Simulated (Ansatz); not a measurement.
## Errors in the atomisation enthalpy at 298 K

8 molecules without hydrogen; the atomisation enthalpy at 298 K in kJ/mol, computed less measured. Shapes, held fixed at every level: PBE0-D4/def2-TZVP. Thermal terms are harmonic and unscaled (PBE0-D4/def2-TZVP); the spin-orbit lowering of the free atoms is taken from their spectra. Programs: Ansatz 0.2.0. Measured values: Active Thermochemical Tables, CRC Handbook of Chemistry and Physics, NIST-JANAF tables.

Levels: A = r2SCAN0-D4/def2-TZVPP; B = B2PLYP/def2-TZVPP; C = CCSD(T)/def2-TZVPP.

```
                                        molecule  from tabulated heats    A    B    C
                                     I2 (iodine)                   151  -30  -29  -36
                              CS2 (SMILES S=C=S)                  1154  -23    0  -50
                    BBrCl2 (bromodichloroborane)                  1262   +8  -21  -43
                        SiBr4 (tetrabromosilane)                  1313   -5  -57  -60
                CBr2Cl2 (dibromodichloromethane)                  1180  -44  -60  -73
                     CBr2F2 (SMILES FC(F)(Br)Br)                  1484  -51  -39  -65
                    C2ClF3 (SMILES FC(F)=C(F)Cl)                  2299  -66  -32  -88
C2Cl4F2 (1,1,1,2-tetrachloro-2,2-difluoroethane)                  2568  -22  -34  -72
```

Q: Which level does best on this set, which worst, and which err to one side?

A: 
```
                level                   kind  mean error  mean absolute error  worst case
r2SCAN0-D4/def2-TZVPP          global hybrid       -29.1                 31.1      C2ClF3
    B2PLYP/def2-TZVPP          double hybrid       -34.0                 34.0     CBr2Cl2
   CCSD(T)/def2-TZVPP  coupled cluster or CI       -60.9                 60.9      C2ClF3
```

On this set r2SCAN0-D4/def2-TZVPP has the smallest mean absolute error and CCSD(T)/def2-TZVPP the largest. r2SCAN0-D4/def2-TZVPP is too low in 7 of 8; B2PLYP/def2-TZVPP is too low in 7 of 8; CCSD(T)/def2-TZVPP is too low in 8 of 8. The heats of SiBr4, C2ClF3 come from older tables and can be uncertain by 10 kJ/mol or more. The molecules' own spin-orbit binding is left out, so errors for heavy halides read too negative. Heats of the atoms come from ATcT where it has them, that of boron, 570 kJ/mol, from recent work. With so many references in doubt the order of the levels isn't settled. The tabulated values of BBrCl2, C2Cl4F2 are in doubt (older tables, estimates, or at odds with other calculations) and kept here. Over the 6 molecules whose values aren't doubted the mean absolute errors are A 36.5; B 36.2; C 62.0. The smallest two are near a tie. Correlated wave functions converge slowly with the basis. For atoms past krypton def2 sets carry core potentials with scalar relativity. Relativity is left out for Br. Outer-core shells of Br, I are correlated, in sets that cover them unevenly. The set is small.

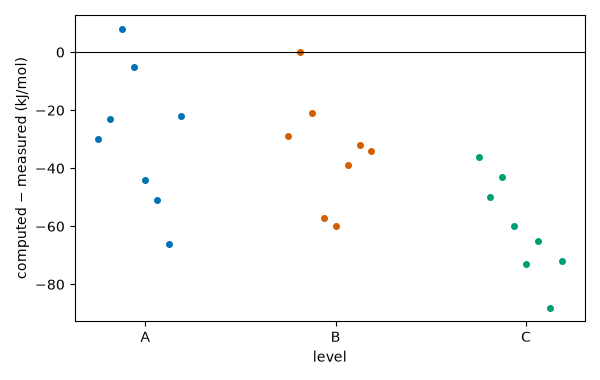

Errors of each level, one point a molecule.
